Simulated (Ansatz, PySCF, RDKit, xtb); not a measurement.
**Isomers of C3H3FN2S, a sample narrowed down**

A sample of isomers of C3H3FN2S is drawn. Aim: find which of them has the lowest free energy at 298.15 K, then its properties. The sample is small against all isomers, and the most stable one of this formula need not be in it.

Plan: many cheap relaxations first (GFN2-xTB), then density-functional screening, relaxation at B3LYP-D3(BJ)/def2-SVP, vibrations (at GFN2-xTB) and a final energy. The numbers are computed, not measured.

### 1 Candidates

Isomers were taken from a list of plausible structures; this is a sample, not all of them. That gives 5 candidates.

| label | SMILES | spin |
| --- | --- | --- |
| c124 | Fc1n[nH]cc1S | singlet |
| c588 | Fc1ccnn1S | singlet |
| c614 | Fc1ccn(S)n1 | singlet |
| c733 | Fc1cnn(S)c1 | singlet |
| c755 | Fc1[nH]ncc1S | singlet |

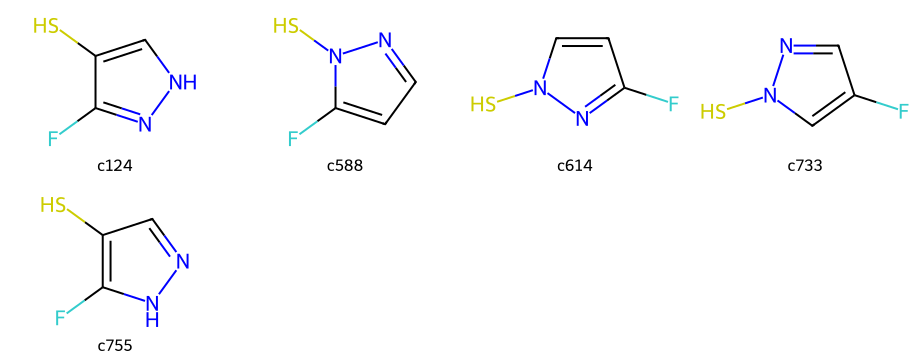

Structural formulas of the candidates.

Candidates are built by distance geometry, with a force field where one applies, in up to four conformers (letters a to d).

### 2 First filter: tight binding

All 5 starts are relaxed the same way. One of them, c733a (taken from a list of positional isomers, embedded by distance geometry and MMFF94), in full:

Contents of start.xyz:

```xyz
10
c733a
C      0.260298     1.024822    -2.413765
C      0.158047    -0.257070    -1.893976
C      1.387918     1.590581    -1.926750
F     -0.593079     1.588228    -3.234397
N      1.156159    -0.523919    -1.071597
N      1.889766     0.589601    -1.075996
S      3.324534     0.774315    -0.171303
H     -0.642010    -1.033146    -2.065031
H      3.244470    -0.481518     0.355372
H      1.843074     2.530915    -1.988478
```

Command:

```sh
$ xtb start.xyz --gfn 2 --opt
```

Standard output, shortened:

```text
* xtb version 6.7.1
[...]
          :  # basis functions                  37          :
[...]
          :  # electrons                        38          :
[...]
          :  Hamiltonian                  GFN2-xTB          :
[...]
          :  net charge                          0          :
          :  unpaired electrons                  0          :
[...]
   *** convergence criteria satisfied after 12 iterations ***
[...]
   *** GEOMETRY OPTIMIZATION CONVERGED AFTER 7 ITERATIONS ***
[...]
   *** convergence criteria satisfied after 3 iterations ***
[...]
         ::                     SUMMARY                     ::
         :::::::::::::::::::::::::::::::::::::::::::::::::::::
         :: total energy             -21.741564648309 Eh    ::
         :: gradient norm              0.000447959429 Eh/a0 ::
         :: HOMO-LUMO gap              3.261771089569 eV    ::
         ::.................................................::
         :: SCC energy               -21.941897414124 Eh    ::
         :: -> isotropic ES            0.019633316663 Eh    ::
         :: -> anisotropic ES         -0.000562316328 Eh    ::
         :: -> anisotropic XC          0.011210271998 Eh    ::
         :: -> dispersion             -0.007677782705 Eh    ::
         :: repulsion energy           0.200332765815 Eh    ::
         :: add. restraining           0.000000000000 Eh    ::
         :: total charge               0.000000000000 e     ::
         :::::::::::::::::::::::::::::::::::::::::::::::::::::
[...]
        19        2.0000           -0.3954650             -10.7611 (HOMO)
        20                         -0.2755971              -7.4994 (LUMO)
[...]
     #   Z          covCN         q      C6AA      α(0)
     1   6          2.913     0.141    24.939     8.189
     2   6          3.091     0.009    27.715     8.629
     3   6          3.030    -0.035    28.833     8.808
     4   9          0.785    -0.221    11.454     3.998
     5   7          2.065    -0.227    26.678     7.662
     6   7          3.067     0.100    19.506     6.560
     7  16          1.931    -0.097   145.086    20.273
     8   1          0.927     0.062     2.173     2.305
     9   1          0.923     0.201     1.094     1.636
    10   1          0.927     0.066     2.127     2.281
[...]
     #   Z sym  total        # sym  WBO       # sym  WBO       # sym  WBO
 ---------------------------------------------------------------------------
     1   6      3.873 --     3      1.447     2      1.336     4      0.963
     2   6      3.974 --     5      1.478     1      1.336     8      0.964
     3   6      3.947 --     1      1.447     6      1.257    10      0.966
                             5      0.154
     4   9      1.091 --     1      0.963
     5   7      2.966 --     2      1.478     6      1.211     3      0.154
     6   7      3.675 --     3      1.257     5      1.211     7      1.028
     7  16      2.146 --     6      1.028     9      0.946
     8   1      0.996 --     2      0.964
     9   1      0.959 --     7      0.946
    10   1      0.996 --     3      0.966
 ---------------------------------------------------------------------------
[...]
molecular dipole:
                 x           y           z       tot (Debye)
 q only:        0.848      -0.306       0.725
   full:        0.605      -0.186       0.502       2.053
molecular quadrupole (traceless):
[...]
          | TOTAL ENERGY              -21.741564648309 Eh   |
          | GRADIENT NORM               0.000447959429 Eh/α |
          | HOMO-LUMO GAP               3.261771089569 eV   |
           -------------------------------------------------
[...]
```

It took 0.05 s on 2 threads of Arm Neoverse V2, shared host.

### 3 Distinct minima at GFN2-xTB

5 of the 5 relaxations converged. 5 distinct structures remain:

| label | start | SMILES after | spin | energy (kcal/mol) |
| --- | --- | --- | --- | --- |
| c124a | drawn | Fc1n[nH]cc1S | singlet | 0.0 |
| c755a | drawn | Fc1[nH]ncc1S | singlet | 0.5 |
| c614a | drawn | Fc1ccn(S)n1 | singlet | 3.0 |
| c733a | drawn | Fc1cnn(S)c1 | singlet | 5.3 |
| c588a | drawn | Fc1ccnn1S | singlet | 5.6 |

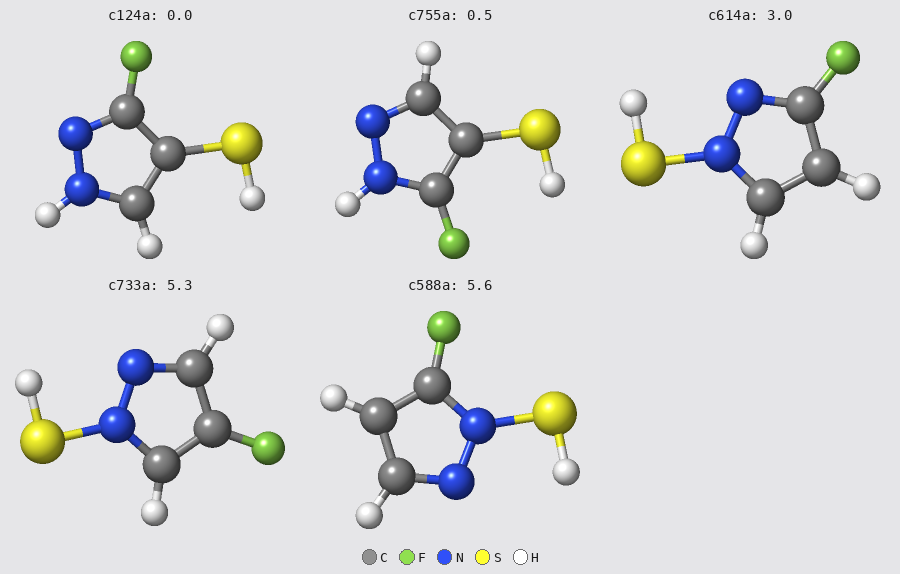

The 5 lowest minima that did not fall apart, with their GFN2-xTB energies in kcal/mol.

### 4 Single points on the low minima

A choice of the minima (the low ones first, few conformers of a pattern, up to a cap) and the lowest that fell apart get a single point at r2SCAN-D4/def2-SVP on the tight-binding geometry, and one at HF/STO-3G for comparison. Some singlets are also tried as triplets at the same geometry (label ending in t). The first, c124a:

Contents of input.yaml:

```yaml
basis:
  gaussian:
    orbitals: def2-SVP
crystal:
  periodic: [false, false, false]
  atoms:
    - {symbol: C, position_ang: [-0.117229, 0.662986, -1.335971]}
    - {symbol: C, position_ang: [1.980747, 0.196741, -1.772188]}
    - {symbol: C, position_ang: [1.180437, 1.217148, -1.300798]}
    - {symbol: F, position_ang: [-1.240953, 1.261738, -0.975773]}
    - {symbol: N, position_ang: [-0.110400, -0.572056, -1.784536]}
    - {symbol: "N", position_ang: [1.164516, -0.843903, -2.045535]}
    - {symbol: S, position_ang: [1.633084, 2.829222, -0.774096]}
    - {symbol: H, position_ang: [1.412090, -1.751222, -2.405699]}
    - {symbol: H, position_ang: [3.039674, 0.154548, -1.922572]}
    - {symbol: H, position_ang: [2.934039, 2.660467, -1.009716]}
hamiltonian:
  xc: {name: r2SCAN}
  dispersion: d4
scf:
  lower_state_search: off
output:
  orbitals: {seedname: orbitals}
```

Command:

```sh
$ ansatz run input.yaml --threads 2 --pin off --max-ram 5220MiB --events-out events.jsonl --progress --plain --runs-dir runs
```

Standard output, shortened:

```text
Warning: RAYON_NUM_THREADS=2 ignored (pool sized by the plan → 2); use --threads N
Functional definition: r2SCAN
  name "r2SCAN"
[...]
1345 factors; their error is unknown
[...]
mean field -19675.62227592 eV, -723.0657820243 hartree, gradient 4.0e-6 eV, S^2 0.000000; 0 other end points of the search recorded, 0 dependent functions left out
reference -19675.62228317 eV, -723.0657822908 hartree; 30, 30 occupied and 87, 87 virtual orbitals, 1345 factors
Total energy: -19675.69179467 eV, -723.0683367912 hartree
Checks for a lower state left out: stability, starts, cluster_reference, orbital_swaps, neighbouring_geometries, increment
```

Run time: 2.4 s. Hardware: 2 threads of Arm Neoverse V2, shared host; peak memory 0.15 GiB.

Relative energies in kcal/mol, each column from its lowest structure that stays in one piece:

| label | SMILES | spin | GFN2-xTB | HF/STO-3G | r2SCAN-D4/def2-SVP |
| --- | --- | --- | --- | --- | --- |
| c124a | Fc1n[nH]cc1S | singlet | 0.0 | 0.0 | 0.0 |
| c755a | Fc1[nH]ncc1S | singlet | 0.5 | 0.3 | 3.1 |
| c614a | Fc1ccn(S)n1 | singlet | 3.0 | 6.0 | 16.4 |
| c588a | Fc1ccnn1S | singlet | 5.6 | 6.3 | 19.6 |
| c733a | Fc1cnn(S)c1 | singlet | 5.3 | 9.4 | 21.9 |
| c614at | Fc1ccn(S)n1 | triplet | – | – | 99.7 |
| c124at | Fc1n[nH]cc1S | triplet | – | – | 100.7 |
| c755at | Fc1[nH]ncc1S | triplet | – | – | 106.3 |

### 5 Third filter: density-functional geometries

5 candidates are relaxed at B3LYP-D3(BJ)/def2-SVP (chosen among the lowest in one piece). The first, c124a:

Contents of input.yaml:

```yaml
crystal:
  periodic: [false, false, false]
  atoms:
    - {symbol: C, position_ang: [-0.117229, 0.662986, -1.335971]}
    - {symbol: C, position_ang: [1.980747, 0.196741, -1.772188]}
    - {symbol: C, position_ang: [1.180437, 1.217148, -1.300798]}
    - {symbol: F, position_ang: [-1.240953, 1.261738, -0.975773]}
    - {symbol: "N", position_ang: [-0.110400, -0.572056, -1.784536]}
    - {symbol: "N", position_ang: [1.164516, -0.843903, -2.045535]}
    - {symbol: S, position_ang: [1.633084, 2.829222, -0.774096]}
    - {symbol: H, position_ang: [1.412090, -1.751222, -2.405699]}
    - {symbol: H, position_ang: [3.039674, 0.154548, -1.922572]}
    - {symbol: H, position_ang: [2.934039, 2.660467, -1.009716]}
basis:
  gaussian: {orbitals: def2-SVP}
hamiltonian: {xc: {name: B3LYP}, dispersion: d3bj}
scf: {lower_state_search: off}
relax: {f_tol: 0.006}
```

Command:

```sh
$ ansatz run input.yaml --threads 2 --pin off --max-ram 5220MiB --events-out events.jsonl --progress --plain --runs-dir runs
```

Standard output, shortened:

```text
Warning: RAYON_NUM_THREADS=2 ignored (pool sized by the plan → 2); use --threads N
[...]
Functional definition: B3LYP
  name "B3LYP"
[...]
1307 factors; integrals over basis functions are off by at most 3.0e-4 eV
[...]
mean field -19681.14454680 eV, -723.2687217359 hartree, gradient 8.5e-6 eV, S^2 0.000000; 0 other end points of the search recorded, 0 dependent functions left out
[...]
reference -19681.14475525 eV, -723.2687293964 hartree; 30, 30 occupied and 87, 87 virtual orbitals, 1307 factors
relax step   1: F+E_penalty+E_count = -19681.60735971 eV  Δ(F+E_penalty+E_count) = +0.000e0 eV  max|allowed force component| = 9.012e-1 eV/Å  Δτ_max = 0.0000 Å  (16 SCF iters, accepted)
[...]
relax step   9: F+E_penalty+E_count = -19681.64410202 eV  Δ(F+E_penalty+E_count) = +1.632e-3 eV  max|allowed force component| = 1.563e-1 eV/Å  Δτ_max = 0.0314 Å  (22 SCF iters, rejected (line search))
[...]
Atom 1 at     2.075008    -0.039753    -1.641189 Å, force     0.001530    -0.003413    -0.001504 eV/Å
Atom 2 at     1.402108     1.087015    -1.181009 Å, force     0.000774     0.001734     0.001088 eV/Å
Atom 3 at    -0.999058     1.527926    -1.131450 Å, force    -0.002386     0.000782     0.000008 eV/Å
Atom 4 at    -0.129860    -0.426565    -1.950456 Å, force    -0.000130    -0.000087     0.000169 eV/Å
Atom 5 at     1.125725    -0.900157    -2.080340 Å, force     0.000713     0.002629     0.001270 eV/Å
Atom 6 at     2.083494     2.510103    -0.389531 Å, force     0.000266    -0.000330    -0.000130 eV/Å
Atom 7 at     1.261952    -1.823485    -2.473071 Å, force    -0.000387     0.001471     0.000524 eV/Å
Atom 8 at     3.138639    -0.264857    -1.673007 Å, force    -0.000572    -0.000270    -0.000177 eV/Å
Atom 9 at     1.880982     3.387988    -1.402697 Å, force     0.000085     0.000368    -0.000005 eV/Å
Dipole moment:     0.568478    -0.346645    -0.310945 e Å
Checks for a lower state left out: stability, starts, cluster_reference, orbital_swaps, neighbouring_geometries, increment
```

It took 98 s on 2 threads of Arm Neoverse V2, shared host; peak memory 0.25 GiB.

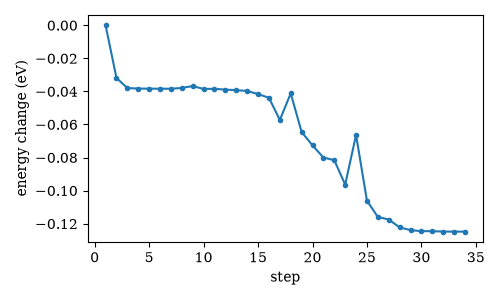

Energy along the run, all evaluated steps.

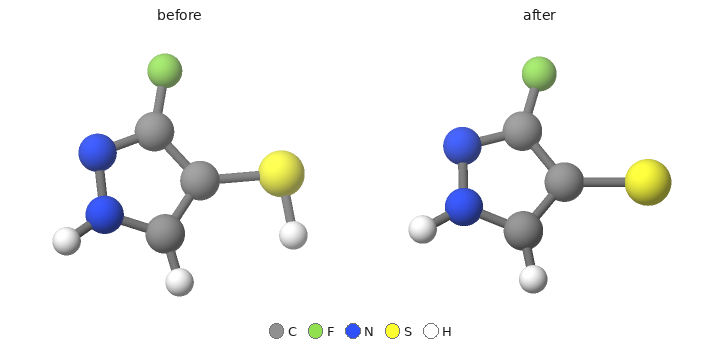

Before and after, at one scale.

After the run. Bond lengths: C1–C3 1.422 Å, C2–C3 1.391 Å, C1–F4 1.320 Å, C1–N5 1.315 Å, C2–N6 1.354 Å, N5–N6 1.348 Å, C3–S7 1.765 Å, N6–H8 1.013 Å, C2–H9 1.088 Å, S7–H10 1.356 Å. Some angles: C1–C3–C2 103.0°, C1–C3–S7 128.9°, C2–C3–S7 127.9°, C3–C1–F4 125.9°, C3–C1–N5 113.3°, F4–C1–N5 120.8°, C3–C2–N6 106.4°, C1–N5–N6 103.8°, C2–N6–N5 113.5°, C3–C2–H9 130.6°.

### 6 Ranking at B3LYP-D3(BJ)/def2-SVP

| label | spin | r2SCAN-D4/def2-SVP (kcal/mol) | B3LYP-D3(BJ)/def2-SVP, relaxed (kcal/mol) | time |
| --- | --- | --- | --- | --- |
| c124a | singlet | 0.0 | 0.0 | 98 s |
| c755a | singlet | 3.1 | 4.9 | 16 s |
| c614a | singlet | 16.4 | 13.2 | 55 s |
| c588a | singlet | 19.6 | 16.7 | 49 s |
| c733a | singlet | 21.9 | 18.7 | 58 s |

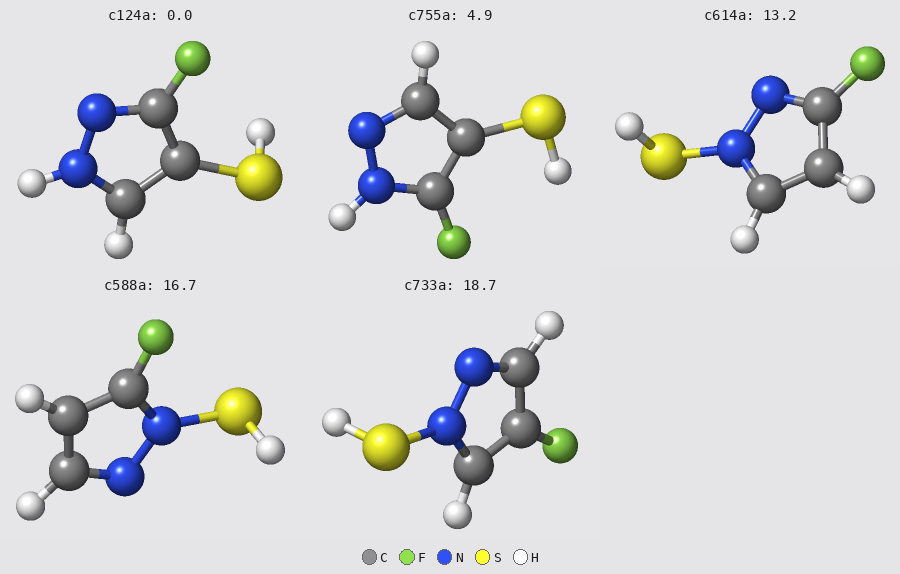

The relaxed structures, with energies at B3LYP-D3(BJ)/def2-SVP in kcal/mol.

### 7 Harmonic analysis of the finalists

The lowest few go on as finalists. In this search the thermal terms come from GFN2-xTB at its own nearest minimum. The first, c124a:

Contents of start.xyz:

```xyz
10
c124a
C      0.037017     0.757454    -1.404134
C      2.075008    -0.039753    -1.641189
C      1.402108     1.087015    -1.181009
F     -0.999058     1.527926    -1.131450
N     -0.129860    -0.426565    -1.950456
N      1.125725    -0.900157    -2.080340
S      2.083494     2.510103    -0.389531
H      1.261952    -1.823485    -2.473071
H      3.138639    -0.264857    -1.673007
H      1.880982     3.387988    -1.402697
```

Command:

```sh
$ xtb start.xyz --gfn 2 --ohess tight
```

Standard output, shortened:

```text
* xtb version 6.7.1
[...]
          :  # basis functions                  37          :
[...]
          :  # electrons                        38          :
[...]
          :  Hamiltonian                  GFN2-xTB          :
[...]
          :  net charge                          0          :
          :  unpaired electrons                  0          :
[...]
   *** convergence criteria satisfied after 12 iterations ***
[...]
   *** GEOMETRY OPTIMIZATION CONVERGED AFTER 21 ITERATIONS ***
[...]
   *** convergence criteria satisfied after 3 iterations ***
[...]
         ::                     SUMMARY                     ::
         :::::::::::::::::::::::::::::::::::::::::::::::::::::
         :: total energy             -21.752751974322 Eh    ::
         :: gradient norm              0.000146845213 Eh/a0 ::
         :: HOMO-LUMO gap              3.728080637489 eV    ::
         ::.................................................::
         :: SCC energy               -21.957892750927 Eh    ::
         :: -> isotropic ES            0.021893505613 Eh    ::
         :: -> anisotropic ES          0.001137497966 Eh    ::
         :: -> anisotropic XC          0.008484472633 Eh    ::
         :: -> dispersion             -0.007690035050 Eh    ::
         :: repulsion energy           0.205140776606 Eh    ::
         :: add. restraining           0.000000000000 Eh    ::
         :: total charge               0.000000000000 e     ::
         :::::::::::::::::::::::::::::::::::::::::::::::::::::
[...]
        19        2.0000           -0.3800000             -10.3403 (HOMO)
        20                         -0.2429956              -6.6122 (LUMO)
[...]
molecular dipole:
                 x           y           z       tot (Debye)
 q only:        0.594      -0.837      -0.218
   full:        0.754      -0.945      -0.241       3.135
molecular quadrupole (traceless):
[...]
          | TOTAL ENERGY              -21.752751974322 Eh   |
          | TOTAL ENTHALPY            -21.685494269640 Eh   |
          | TOTAL FREE ENERGY         -21.723500232250 Eh   |
          | GRADIENT NORM               0.000146981214 Eh/α |
[...]
```

Run time: 0.21 s. Hardware: 2 threads of Arm Neoverse V2, shared host.

### 8 Thermal terms of the finalists

As xtb prints them, at 298.15 K, with its own treatment of low modes:

| label | SMILES | spin | lowest mode (cm⁻¹) | zero-point (kcal/mol) | G − E (kcal/mol) |
| --- | --- | --- | --- | --- | --- |
| c124a | Fc1n[nH]cc1S | singlet | 179 | 37.6 | 18.4 |
| c755a | Fc1[nH]ncc1S | singlet | 177 | 37.5 | 18.2 |
| c614a | Fc1ccn(S)n1 | singlet | 111 | 37.1 | 17.6 |
| c588a | Fc1ccnn1S | singlet | 34i | 36.9 | 17.8 |
| c733a | Fc1cnn(S)c1 | singlet | 130 | 37.0 | 17.6 |

c588a keeps an imaginary mode, a small one that points to a nearly free motion; the harmonic terms are rough for it.

### 9 Energies at the top level

Single points at CCSD(T)/def2-SVP + MP2/def2-TZVPP - MP2/def2-SVP on the refined geometries decide the order.

c124a, CCSD(T)/def2-SVP:

Contents of input.yaml:

```yaml
crystal:
  periodic: [false, false, false]
  atoms:
    - {symbol: C, position_ang: [0.037017, 0.757454, -1.404134]}
    - {symbol: C, position_ang: [2.075008, -0.039753, -1.641189]}
    - {symbol: C, position_ang: [1.402108, 1.087015, -1.181009]}
    - {symbol: F, position_ang: [-0.999058, 1.527926, -1.131450]}
    - {symbol: N, position_ang: [-0.129860, -0.426565, -1.950456]}
    - {symbol: "N", position_ang: [1.125725, -0.900157, -2.080340]}
    - {symbol: S, position_ang: [2.083494, 2.510103, -0.389531]}
    - {symbol: H, position_ang: [1.261952, -1.823485, -2.473071]}
    - {symbol: H, position_ang: [3.138639, -0.264857, -1.673007]}
    - {symbol: H, position_ang: [1.880982, 3.387988, -1.402697]}
basis:
  gaussian: {orbitals: def2-SVP}
total_charge: 0
magnetization: {spin_polarized: false, initial_magnetization: 0}
correlation: {method: ccsd_t, frozen_orbitals: {F: 1, H: 0, C: 1, S: 5, "N": 1}}
```

Command:

```sh
$ ansatz run input.yaml --threads 2 --pin off --max-ram 5220MiB --events-out events.jsonl --progress --plain --runs-dir runs
```

Standard output, shortened:

```text
Warning: RAYON_NUM_THREADS=2 ignored (pool sized by the plan → 2); use --threads N
Functional definition: HF
  name "HF"
[...]
1171 factors; integrals over basis functions are off by at most 1.4e-3 eV
[...]
mean field -19613.85735197 eV, -720.7959629349 hartree, gradient 8.4e-7 eV, S^2 0.000000; 0 other end points of the search recorded, 0 dependent functions left out
11 core orbitals not correlated: weight in the atoms' cores, before any rotation towards them, 1.000 or more for the frozen orbitals, at most 0.000 for the correlated occupied ones
reference -19613.85735197 eV, -720.7959629349 hartree; 19, 19 occupied and 87, 87 virtual orbitals, 1171 factors
second order -27.92844101 eV of doubles, -0.00000000 eV of singles
cycle   1  -27.85704247 eV  change    7.1e-2 eV  update   1.3e-1
[...]
cycle  10  -28.77392568 eV  change   -6.4e-6 eV  update   1.5e-5
perturbative correction -1.07677063 eV, -0.0395705908 hartree
Total energy: -19643.70804828 eV, -721.8929557908 hartree
```

It took 23 s on 2 threads of Arm Neoverse V2, shared host; peak memory 0.68 GiB.

### 10 c124a at MP2/def2-TZVPP

Changes to input.yaml since step 9:

```diff
@@ -7,3 +7,3 @@
     - {symbol: F, position_ang: [-0.999058, 1.527926, -1.131450]}
-    - {symbol: N, position_ang: [-0.129860, -0.426565, -1.950456]}
+    - {symbol: "N", position_ang: [-0.129860, -0.426565, -1.950456]}
     - {symbol: "N", position_ang: [1.125725, -0.900157, -2.080340]}
@@ -14,5 +14,3 @@
 basis:
-  gaussian: {orbitals: def2-SVP}
-total_charge: 0
-magnetization: {spin_polarized: false, initial_magnetization: 0}
-correlation: {method: ccsd_t, frozen_orbitals: {F: 1, H: 0, C: 1, S: 5, "N": 1}}
+  gaussian: {orbitals: def2-TZVPP}
+correlation: {method: mp2, frozen_orbitals: {F: 1, H: 0, C: 1, S: 5, "N": 1}}
```

Command:

```sh
$ ansatz run input.yaml --threads 2 --pin off --max-ram 5220MiB --events-out events.jsonl --progress --plain --runs-dir runs
```

Standard output:

```text
Warning: RAYON_NUM_THREADS=2 ignored (pool sized by the plan → 2); use --threads N
[... 2 set-up lines as earlier in the session ...]
  exchange = exact_x
  correlation = 0
1679 factors; integrals over basis functions are off by at most 9.2e-4 eV
mean field evaluation 1: about -19624.2183 eV, gradient 3.5e1 eV
mean field evaluation 2: about -19624.6772 eV, gradient 3.5e1 eV
mean field evaluation 4: about -19627.8892 eV, gradient 5.1e0 eV
mean field evaluation 8: about -19627.9702 eV, gradient 4.8e-1 eV
mean field evaluation 16: about -19627.9716 eV, gradient 1.6e-6 eV
mean field -19627.97157205 eV, -721.3146509559 hartree, gradient 1.6e-6 eV, S^2 0.000000; 0 other end points of the search recorded, 0 dependent functions left out
11 core orbitals not correlated: weight in the atoms' cores, before any rotation towards them, 1.000 or more for the frozen orbitals, at most 0.000 for the correlated occupied ones
reference -19627.97157205 eV, -721.3146509559 hartree; 19, 19 occupied and 240, 240 virtual orbitals, 1679 factors
second order -35.12090904 eV of doubles, -0.00000000 eV of singles
Total energy: -19663.09248109 eV, -722.6053205572 hartree
```

Wall time 9.9 s (2 threads of Arm Neoverse V2, shared host); peak memory 0.75 GiB.

[end of part 1 of 2]
